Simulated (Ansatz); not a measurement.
# UBCCD(T)/6-311G(d,p) run of BH2 (SMILES [BH2])

What is the vertical ionisation energy of BH2 at UBCCD(T)/6-311G**? 

The results are computed with Ansatz 0.2.0.

58 further runs of the same task are left out: 58 set aside as unsound or not needed.

## 1. The molecule

BH2: 3 atoms, total charge 0, spin state doublet. SMILES: `[BH2]`. The shape is that of a GFN2-xTB optimisation.

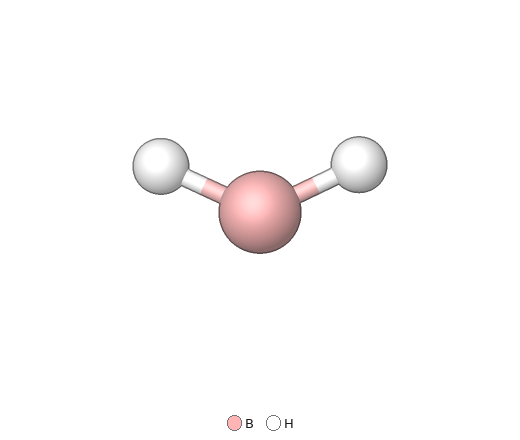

Viewed from a chosen angle; boron pink, hydrogen white.

## 2. The energy at UBCCD(T)/6-311G(d,p)

Contents of molecule.yaml:

```yaml
crystal:
  periodic: [false, false, false]
  atoms:
    - {symbol: B, position_ang: [0.262840, -0.166230, 0.128640]}
    - {symbol: H, position_ang: [0.280020, 0.985320, 0.260980]}
    - {symbol: H, position_ang: [-0.542860, -0.819090, -0.389630]}
basis:
  gaussian:
    orbitals: 6-311G_st__st_.json
magnetization:
  spin_polarized: true
  initial_magnetization: 1
correlation:
  method: bccd_t
  frozen_orbitals: {B: 1, H: 0}
accuracy: high
scf:
  omitted_lower_state_checks: [cluster_reference, increment]
```

The basis set 6-311G** is read from a file made from the Basis Set Exchange's data (not shown).

Started as:

```
$ ansatz run molecule.yaml --threads 1 --pin off --max-ram 2610MiB --events-out events.jsonl --progress --plain --runs-dir runs
```

Output, cut to the lines that bear on the results:

```text
Warning: RAYON_NUM_THREADS=1 ignored (pool sized by the plan → 1); use --threads N
Functional definition: HF
  name "HF"
[...]
533 factors; integrals over basis functions are off by at most 6.2e-9 eV
[...]
mean field -700.87747170 eV, -25.7567720131 hartree, gradient 4.0e-8 eV, S^2 0.752958; 2 other end points of the search recorded, 0 dependent functions left out
1 core orbitals not correlated: weight in the atoms' cores, before any rotation towards them, 1.000 or more for the frozen orbitals, at most 0.000 for the correlated occupied ones
reference -700.87747170 eV, -25.7567720131 hartree; 3, 2 occupied and 26, 27 virtual orbitals, 533 factors
second order -1.92028022 eV of doubles, -0.00000000 eV of singles
cycle   1  -2.29845960 eV  change   -3.8e-1 eV  update   4.0e-2
[...]
cycle  19  -2.43300237 eV  change  -1.5e-10 eV  update  2.7e-10
perturbative correction -0.03713948 eV, -0.0013648508 hartree
Total energy: -703.34761355 eV, -25.8475480520 hartree
Checks for a lower state left out: cluster_reference, increment
```

It took 0.76 s on 1 thread of Arm Neoverse V1, shared host; peak memory 0.1 GiB.

## 3. The singlet cation at the same level

Contents of run.yaml:

```yaml
crystal:
  periodic: [false, false, false]
  atoms:
    - {symbol: B, position_ang: [0.262840, -0.166230, 0.128640]}
    - {symbol: H, position_ang: [0.280020, 0.985320, 0.260980]}
    - {symbol: H, position_ang: [-0.542860, -0.819090, -0.389630]}
basis:
  gaussian:
    orbitals: 6-311G_st__st_.json
correlation:
  method: bccd_t
  frozen_orbitals: {B: 1, H: 0}
accuracy: high
total_charge: 1
scf:
  omitted_lower_state_checks: [cluster_reference, increment]
```

The basis set 6-311G** is read from a file made from the Basis Set Exchange's data (not shown).

Started as:

```
$ ansatz run run.yaml --threads 1 --pin off --max-ram 2610MiB --events-out events.jsonl --progress --plain --runs-dir runs
```

Output, cut to the lines that bear on the results:

```text
Warning: RAYON_NUM_THREADS=1 ignored (pool sized by the plan → 1); use --threads N
[... 2 set-up lines as earlier in the session ...]
[...]
533 factors; integrals over basis functions are off by at most 6.2e-9 eV
[...]
mean field -692.26562958 eV, -25.4402926524 hartree, gradient 8.1e-9 eV, S^2 0.000000; 0 other end points of the search recorded, 0 dependent functions left out
1 core orbitals not correlated: weight in the atoms' cores, before any rotation towards them, 1.000 or more for the frozen orbitals, at most 0.000 for the correlated occupied ones
reference -692.26562958 eV, -25.4402926524 hartree; 2, 2 occupied and 27, 27 virtual orbitals, 533 factors
second order -1.64486326 eV of doubles, -0.00000000 eV of singles
cycle   1  -1.99251321 eV  change   -3.5e-1 eV  update   4.1e-2
[...]
cycle  19  -2.13479278 eV  change  -2.8e-10 eV  update  2.3e-10
perturbative correction -0.02222991 eV, -0.0008169342 hartree
Total energy: -694.42265227 eV, -25.5195617742 hartree
Checks for a lower state left out: cluster_reference, increment
```

Run time: 0.36 s. Hardware: 1 thread of Arm Neoverse V1, shared host.

## 4. Summary of results

Level: UBCCD(T)/6-311G**, 1 core orbital frozen.

| quantity | value |
| --- | --- |
| doublet BH2: total energy | -25.84755 Eh |
| doublet BH2: correlation energy (1 core orbital frozen) | -90.8 mEh |
| doublet BH2: (T) correction | -1.36 mEh |
| doublet BH2: ⟨S²⟩ of the reference determinant | 0.753 |
| singlet cation: total energy | -25.51956 Eh |
| singlet cation: correlation energy (1 core orbital frozen) | -79.3 mEh |
| singlet cation: (T) correction | -0.82 mEh |
| vertical ionisation energy (to the singlet cation) | 8.925 eV |

Removing an electron at fixed nuclei costs 8.92 eV (861 kJ/mol). Only the singlet of the ionised species was computed; a triplet could lie lower. The triples (doublet BH2) make up 1.5 % of the correlation energy. The triples (singlet cation) make up 1.0 % of the correlation energy.
